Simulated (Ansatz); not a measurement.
The structure below was relaxed with Ansatz (a first-principles code) r2SCAN, no SOC.

```xyz
4
Lattice="0.0000 4.4694 4.4694 4.4694 0.0000 4.4694 4.4694 4.4694 0.0000" Properties=species:S:1:pos:R:3 pbc="T T T"
Li     2.2347     2.2347     2.2347
Li     0.0000     0.0000     0.0000
K      6.7041     6.7041     6.7041
K      4.4694     4.4694     4.4694
```

Question: Find the space group and the Wyckoff positions.

Answer: Space group Fd-3m, origin choice 1 (No. 227); a = 8.939 Å, b = 8.939 Å, c = 8.939 Å, α = 90.00°, β = 90.00°, γ = 90.00°

```tsv
atom	site	symmetry	x	y	z
Li	8b	-43m	0.5000	0.5000	0.5000
K	8a	-43m	0.0000	0.0000	0.0000
```

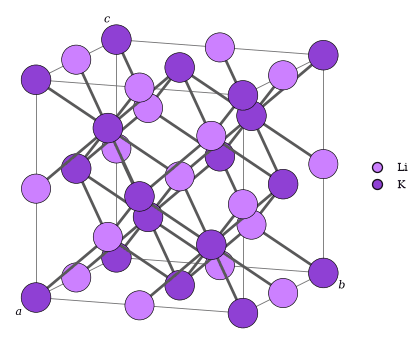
*The conventional cell*

These are small ordered cells, not random alloys; other orderings at the same x differ. Stability against distortions was not tested. The cell was made from Li by this change: x(K) = 0.5, 4 atoms, Fd-3m.
